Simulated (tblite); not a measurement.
# Geometry relaxation of C$_{4}$H$_{10}$SSeSi (part 4 of 4)

C$_{4}$H$_{10}$SSeSi, SMILES C=CC[Si@@H]([SeH])SC; GFN2-xTB geometry optimisation, gas phase (tblite 0.8.0). 

Geometry of the input (Å):
```
C  1.9111  -0.7895  -0.6254
C  1.8564  0.2839  0.1702
C  0.7916  0.4515  1.2122
Si -0.8008  1.1109  0.4257
Se -0.3813  3.0899  -0.5946
S  -1.6079  -0.2884  -1.0058
C  -2.1021  -1.5132  0.2384
H  1.1527  -1.5585  -0.5595
H  2.7093  -0.8928  -1.3471
H  2.6444  1.0231  0.1157
H  1.1160  1.1986  1.9576
H  0.5836  -0.5046  1.7392
H  -1.7969  1.3301  1.5061
H  0.5544  2.3917  -1.6076
H  -2.8189  -1.0575  0.9662
H  -2.6064  -2.3618  -0.2580
H  -1.2122  -1.9014  0.7825
```

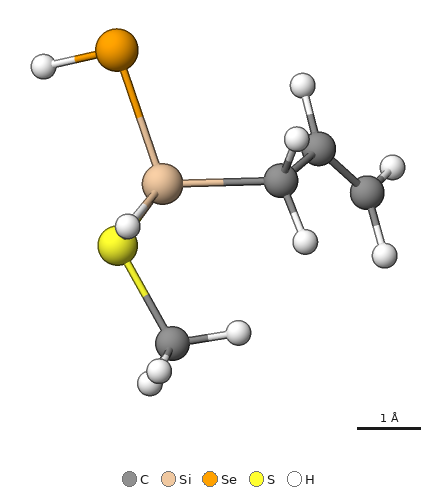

**Figure 1.** The geometry at step 192 of the log (ball-and-stick view, seen at a tilt).

**Trajectory as extended XYZ, continued**
```
17
Properties=species:S:1:pos:R:3:forces:R:3 step=174 energy=-593.66286
C     2.0659   -1.2101   -0.1980    0.0070   0.0010   0.0040
C     1.7794    0.0421    0.1059   -0.0110   0.0050   0.0080
C     0.8505    0.4577    1.1967    0.0020   0.0070   0.0050
Si   -0.7252    1.2790    0.4834    0.0140  -0.0130  -0.0120
Se   -0.1019    3.2174   -0.5552    0.0080  -0.0090   0.0290
S    -1.7223    0.0548   -0.9743    0.0040   0.0170   0.0140
C    -1.9338   -1.4661   -0.0027    0.0180   0.0480  -0.0180
H     1.6618   -2.0411    0.3600   -0.0010   0.0110  -0.0070
H     2.7293   -1.4598   -1.0071    0.0050  -0.0140  -0.0040
H     2.2081    0.8543   -0.4689   -0.0160  -0.0120   0.0110
H     1.3436    1.1880    1.8414   -0.0090   0.0040  -0.0200
H     0.5798   -0.3983    1.8160    0.0010   0.0100  -0.0120
H    -1.6726    1.5782    1.5613   -0.0050   0.0010  -0.0050
H    -1.1298    3.1988   -1.5482   -0.0090  -0.0100  -0.0110
H    -2.4950   -1.2470    0.8990   -0.0050  -0.0110   0.0180
H    -2.4855   -2.1590   -0.6273   -0.0220  -0.0150  -0.0140
H    -0.9594   -1.8769    0.2342    0.0200  -0.0180   0.0150
17
Properties=species:S:1:pos:R:3:forces:R:3 step=179 energy=-593.66380
C     2.0604   -1.2454   -0.1534   -0.0160  -0.0040   0.0080
C     1.7550    0.0166    0.0867    0.0140  -0.0110  -0.0020
C     0.8537    0.4774    1.1820    0.0030   0.0040  -0.0040
Si   -0.7335    1.2827    0.4827   -0.0050   0.0230  -0.0020
Se   -0.1043    3.2290   -0.5348   -0.0020   0.0080   0.0120
S    -1.7370    0.0736   -0.9794   -0.0060   0.0070  -0.0050
C    -1.9070   -1.4687   -0.0362    0.0060  -0.0120   0.0080
H     1.6870   -2.0500    0.4631    0.0110   0.0250  -0.0180
H     2.7054   -1.5311   -0.9663   -0.0080   0.0020   0.0110
H     2.1511    0.8044   -0.5430   -0.0110  -0.0230   0.0050
H     1.3648    1.2351    1.7791    0.0020  -0.0010   0.0060
H     0.5972   -0.3499    1.8439    0.0080  -0.0070  -0.0010
H    -1.6755    1.5757    1.5677   -0.0010  -0.0060  -0.0070
H    -1.1850    3.2729   -1.4695   -0.0010  -0.0080  -0.0080
H    -2.4489   -1.2807    0.8844   -0.0040   0.0140   0.0130
H    -2.4679   -2.1554   -0.6608    0.0010  -0.0040  -0.0140
H    -0.9227   -1.8741    0.1698    0.0080  -0.0080  -0.0030
17
Properties=species:S:1:pos:R:3:forces:R:3 step=183 energy=-593.66406
C     2.0665   -1.2451   -0.1500   -0.0060   0.0100   0.0060
C     1.7533    0.0157    0.0845    0.0010  -0.0040   0.0000
C     0.8534    0.4760    1.1809   -0.0030   0.0000   0.0040
Si   -0.7343    1.2833    0.4831    0.0050   0.0040  -0.0030
Se   -0.1092    3.2333   -0.5284    0.0000   0.0130   0.0080
S    -1.7352    0.0750   -0.9822   -0.0020  -0.0070   0.0120
C    -1.9086   -1.4668   -0.0365    0.0040   0.0080  -0.0050
H     1.7038   -2.0476    0.4739   -0.0060  -0.0010  -0.0020
H     2.7098   -1.5315   -0.9635    0.0010   0.0020  -0.0020
H     2.1391    0.8030   -0.5511    0.0040  -0.0100  -0.0110
H     1.3657    1.2317    1.7798    0.0000   0.0000   0.0000
H     0.5984   -0.3533    1.8408   -0.0010  -0.0020   0.0040
H    -1.6804    1.5706    1.5652   -0.0030  -0.0040   0.0030
H    -1.1827    3.2692   -1.4719    0.0000  -0.0070  -0.0090
H    -2.4370   -1.2725    0.8911    0.0010   0.0020  -0.0040
H    -2.4837   -2.1464   -0.6563    0.0000  -0.0030   0.0010
H    -0.9258   -1.8826    0.1567    0.0030   0.0000  -0.0020
17
Properties=species:S:1:pos:R:3:forces:R:3 step=188 energy=-593.66420
C     2.0690   -1.2479   -0.1425   -0.0030  -0.0090  -0.0030
C     1.7533    0.0137    0.0827    0.0010   0.0030  -0.0010
C     0.8559    0.4795    1.1789    0.0000   0.0030  -0.0010
Si   -0.7342    1.2843    0.4838   -0.0020   0.0000   0.0010
Se   -0.1168    3.2399   -0.5227   -0.0030   0.0010   0.0140
S    -1.7365    0.0779   -0.9825    0.0040   0.0050  -0.0050
C    -1.9089   -1.4662   -0.0418    0.0010   0.0000  -0.0010
H     1.7083   -2.0465    0.4874   -0.0010  -0.0040   0.0010
H     2.7117   -1.5381   -0.9553   -0.0030  -0.0030   0.0000
H     2.1367    0.7945   -0.5622   -0.0030   0.0050   0.0010
H     1.3695    1.2381    1.7729    0.0040   0.0030   0.0000
H     0.6040   -0.3469    1.8437   -0.0040  -0.0010   0.0000
H    -1.6816    1.5617    1.5677    0.0020   0.0020   0.0010
H    -1.1891    3.2688   -1.4675   -0.0020  -0.0040  -0.0120
H    -2.4268   -1.2712    0.8915    0.0030  -0.0030   0.0040
H    -2.4949   -2.1402   -0.6574    0.0010  -0.0010  -0.0010
H    -0.9267   -1.8893    0.1393    0.0020   0.0040   0.0020
17
Properties=species:S:1:pos:R:3:forces:R:3 step=192 energy=-593.66434
C     2.0692   -1.2472   -0.1428    0.0030  -0.0020   0.0000
C     1.7540    0.0148    0.0817   -0.0090   0.0050   0.0030
C     0.8565    0.4795    1.1785   -0.0050   0.0020   0.0020
Si   -0.7347    1.2840    0.4848    0.0070  -0.0070   0.0040
Se   -0.1235    3.2445   -0.5142   -0.0060   0.0040   0.0050
S    -1.7361    0.0801   -0.9841   -0.0040  -0.0100   0.0010
C    -1.9099   -1.4640   -0.0426    0.0010   0.0030   0.0090
H     1.7098   -2.0456    0.4880   -0.0040   0.0000   0.0010
H     2.7121   -1.5375   -0.9549    0.0030  -0.0070  -0.0110
H     2.1359    0.7963   -0.5637   -0.0040  -0.0080   0.0080
H     1.3705    1.2373    1.7736   -0.0030  -0.0050  -0.0030
H     0.6033   -0.3483    1.8418    0.0070   0.0100  -0.0040
H    -1.6823    1.5549    1.5694   -0.0050   0.0040   0.0090
H    -1.1815    3.2577   -1.4758    0.0010   0.0000  -0.0110
H    -2.4207   -1.2680    0.8944   -0.0050   0.0060   0.0000
H    -2.5018   -2.1385   -0.6526    0.0130   0.0140  -0.0060
H    -0.9277   -1.8880    0.1346    0.0100  -0.0080  -0.0060
17
Properties=species:S:1:pos:R:3:forces:R:3 step=197 energy=-593.66482
C     2.0591   -1.2430   -0.1486   -0.0020  -0.0010   0.0010
C     1.7548    0.0203    0.0850    0.0080  -0.0140  -0.0070
C     0.8630    0.4874    1.1851    0.0090  -0.0050  -0.0060
Si   -0.7347    1.2814    0.4957   -0.0050   0.0030   0.0000
Se   -0.1405    3.2505   -0.4965   -0.0160   0.0050  -0.0090
S    -1.7309    0.0808   -0.9805    0.0030   0.0130   0.0180
C    -1.9131   -1.4650   -0.0440    0.0070   0.0030  -0.0100
H     1.6920   -2.0433    0.4761    0.0040   0.0120  -0.0040
H     2.6996   -1.5334   -0.9632   -0.0100  -0.0010   0.0010
H     2.1432    0.8027   -0.5552   -0.0020  -0.0080   0.0020
H     1.3796    1.2497    1.7718   -0.0090   0.0040   0.0030
H     0.6170   -0.3365    1.8547    0.0000  -0.0130   0.0060
H    -1.6810    1.5405    1.5844   -0.0090   0.0030   0.0020
H    -1.1499    3.2187   -1.5096    0.0090   0.0020   0.0000
H    -2.4195   -1.2711    0.8961    0.0170   0.0050  -0.0080
H    -2.5130   -2.1290   -0.6569   -0.0010  -0.0070  -0.0070
H    -0.9328   -1.8988    0.1216   -0.0030  -0.0020   0.0170
17
Properties=species:S:1:pos:R:3:forces:R:3 step=201 energy=-593.66597
C     2.0258   -1.2608   -0.1414   -0.0470   0.0010   0.0140
C     1.7235    0.0067    0.0732    0.0230  -0.0310  -0.0130
C     0.8599    0.4950    1.1869   -0.0030   0.0140  -0.0120
Si   -0.7473    1.2961    0.5264    0.0300   0.0040  -0.0570
Se   -0.1739    3.2764   -0.4597   -0.0410   0.0050  -0.0310
S    -1.7301    0.1078   -0.9669   -0.0110  -0.0220   0.0100
C    -1.8719   -1.4599   -0.0585    0.0030   0.0220  -0.0100
H     1.6726   -2.0487    0.5083    0.0290   0.0270  -0.0220
H     2.6425   -1.5666   -0.9687   -0.0030  -0.0060   0.0140
H     2.0969    0.7745   -0.5935   -0.0160  -0.0050   0.0190
H     1.3940    1.2638    1.7485    0.0080  -0.0060   0.0230
H     0.6224   -0.3174    1.8740    0.0150  -0.0010   0.0000
H    -1.6866    1.5386    1.6225   -0.0230   0.0080   0.0180
H    -1.1149    3.1954   -1.5381    0.0350  -0.0050   0.0440
H    -2.3924   -1.2899    0.8787    0.0220  -0.0220  -0.0050
H    -2.4475   -2.1329   -0.6855    0.0090   0.0080   0.0000
H    -0.8797   -1.8661    0.1101   -0.0290   0.0080   0.0100
17
Properties=species:S:1:pos:R:3:forces:R:3 step=206 energy=-593.66716
C     1.9923   -1.2824   -0.1260    0.0040   0.0130  -0.0030
C     1.7011   -0.0086    0.0629   -0.0110   0.0080   0.0040
C     0.8655    0.5098    1.1846    0.0020   0.0030   0.0120
Si   -0.7502    1.3105    0.5420   -0.0010  -0.0050   0.0050
Se   -0.2122    3.3074   -0.4282   -0.0010   0.0060  -0.0030
S    -1.7372    0.1309   -0.9558    0.0050   0.0010  -0.0010
C    -1.8381   -1.4555   -0.0790   -0.0020  -0.0140  -0.0020
H     1.6592   -2.0499    0.5561    0.0060  -0.0020  -0.0050
H     2.5886   -1.6120   -0.9589   -0.0030  -0.0090   0.0030
H     2.0561    0.7423   -0.6317    0.0000  -0.0090   0.0000
H     1.4186    1.2817    1.7241   -0.0010  -0.0020  -0.0030
H     0.6381   -0.2885    1.8915   -0.0030  -0.0010  -0.0010
H    -1.6869    1.5376    1.6468    0.0100  -0.0030  -0.0100
H    -1.1073    3.1807   -1.5367    0.0010   0.0030   0.0000
H    -2.3625   -1.3207    0.8616    0.0030  -0.0070  -0.0040
H    -2.3946   -2.1299   -0.7218    0.0020   0.0060   0.0090
H    -0.8374   -1.8414    0.0847   -0.0100   0.0130  -0.0030
17
Properties=species:S:1:pos:R:3:forces:R:3 step=210 energy=-593.66730
C     1.9872   -1.2903   -0.1158   -0.0020   0.0000   0.0010
C     1.6906   -0.0157    0.0589    0.0050  -0.0040   0.0000
C     0.8662    0.5144    1.1834    0.0000  -0.0020  -0.0030
Si   -0.7517    1.3133    0.5443    0.0030  -0.0020  -0.0030
Se   -0.2212    3.3173   -0.4168    0.0050  -0.0010   0.0050
S    -1.7387    0.1371   -0.9562    0.0010  -0.0040  -0.0010
C    -1.8282   -1.4547   -0.0872    0.0010   0.0020   0.0020
H     1.6672   -2.0513    0.5799    0.0000   0.0070   0.0010
H     2.5746   -1.6300   -0.9509    0.0000   0.0020  -0.0020
H     2.0338    0.7264   -0.6510   -0.0010  -0.0040   0.0020
H     1.4255    1.2899    1.7110    0.0000  -0.0020   0.0000
H     0.6431   -0.2776    1.8988   -0.0030   0.0030  -0.0010
H    -1.6873    1.5330    1.6498   -0.0040   0.0020   0.0070
H    -1.1116    3.1912   -1.5285   -0.0040   0.0010  -0.0050
H    -2.3459   -1.3277    0.8579   -0.0040  -0.0010   0.0000
H    -2.3862   -2.1281   -0.7291    0.0010   0.0020   0.0010
H    -0.8244   -1.8352    0.0678    0.0010   0.0000  -0.0040
```

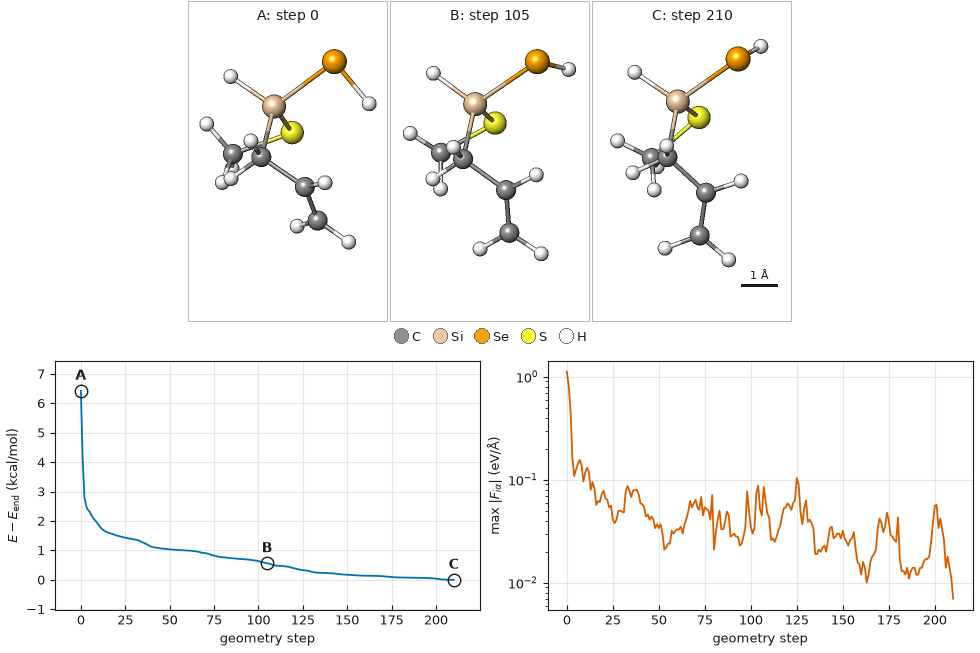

**Figure 2.** Frames of the relaxation (ball-and-stick view, seen at a tilt) above the curves, on which the letters mark them (steps are counted from 0).

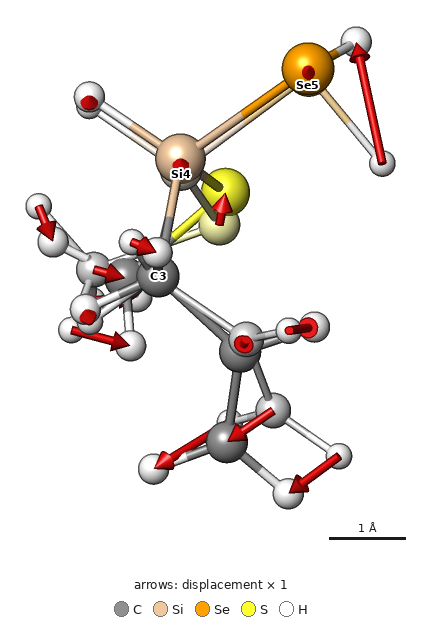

**Figure 3.** Start (faint) and end (solid) with the displacements as red arrows, at true length (ball-and-stick view, seen at a tilt). The two geometries are laid on each other by the best rigid fit. The atom that moves furthest after the best rigid fit is H14 (1.81 Å). By element the largest moves are H 1.81 Å, C 0.75 Å, S 0.46 Å, Se 0.35 Å, Si 0.25 Å. Among the contacts that change: Se5–H14 1.546 → 1.430 Å, C7–H15 1.119 → 1.085 Å, C7–H17 1.113 → 1.085 Å, C3–H12 1.111 → 1.090 Å. Among the angles that change: Si4–Se5–H14 90.7° → 96.0°, Si4–S6–C7 94.9° → 99.7°, H8–C1–H9 119.4° → 116.1°. After 210 geometry steps the energy has fallen by 6.42 kcal/mol. Largest force component: 1.1 eV/Å at the start, 0.007 eV/Å at the end. (Atoms are counted from 1 in the order of the input.)
